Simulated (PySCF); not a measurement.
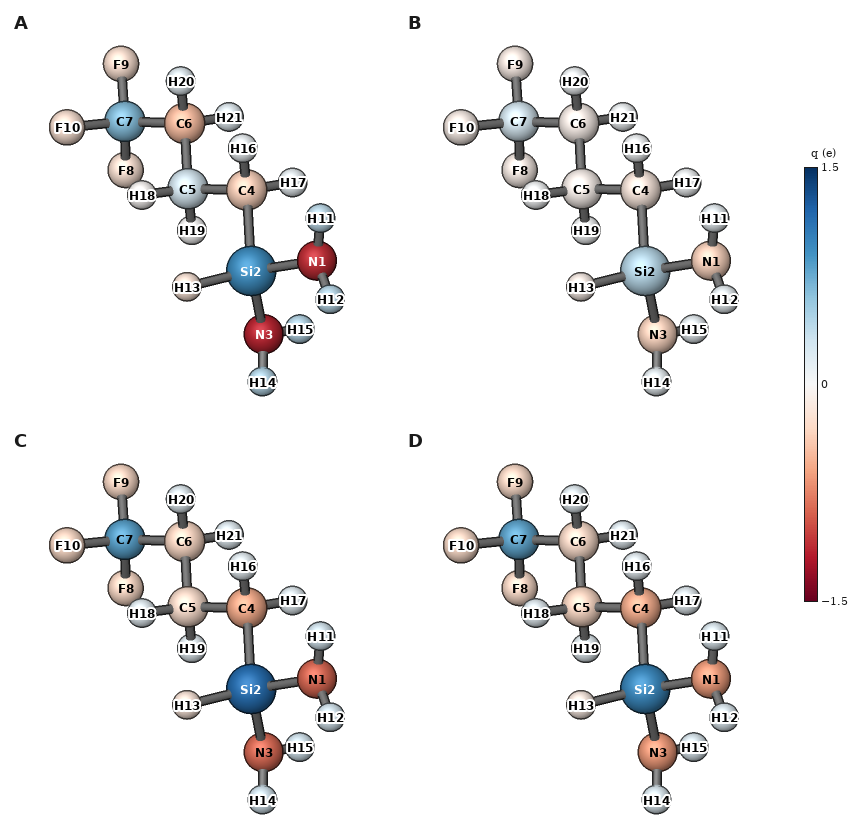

Atomic charges of one calculation by 4 schemes, on one colour scale. The geometry was computed by an optimisation with GFN2-xTB. No frequency run is at hand to confirm it as a minimum. Level of theory: PBE0/pcSseg-1 (PySCF 2.14.0).

The schemes are ESP-fitted, Hirshfeld, IAO, Mulliken. Which panel shows which?

A ESP-fitted, B Hirshfeld, C IAO, D Mulliken.

List the charges (e), one line for each set of equivalent atoms.

```
atom  ESP-fitted  Hirshfeld    IAO  Mulliken
  N1       −1.11      −0.33  −0.86     −0.63
 Si2        0.93       0.41   1.14      0.97
  N3       −1.14      −0.32  −0.84     −0.63
  C4       −0.35      −0.16  −0.55     −0.55
  C5        0.26      −0.07  −0.25     −0.29
  C6       −0.46      −0.09  −0.30     −0.27
  C7        0.65       0.26   0.81      0.79
  F8       −0.22      −0.10  −0.29     −0.28
  F9       −0.23      −0.11  −0.29     −0.28
 F10       −0.22      −0.10  −0.29     −0.28
 H11        0.38       0.11   0.26      0.19
 H12        0.41       0.11   0.26      0.18
 H13       −0.19      −0.10  −0.18     −0.14
 H14        0.43       0.12   0.26      0.19
 H15        0.41       0.12   0.26      0.19
 H16        0.07       0.04   0.14      0.13
 H17        0.10       0.04   0.14      0.13
 H18       −0.03       0.03   0.14      0.14
 H19        0.00       0.03   0.15      0.14
 H20        0.14       0.05   0.16      0.14
 H21        0.14       0.05   0.16      0.14
```

The geometry is semi-empirical. Around Si such bond lengths and angles can be off by a tenth of an ångström or more and by several degrees, and values that hang on the shape move with them.
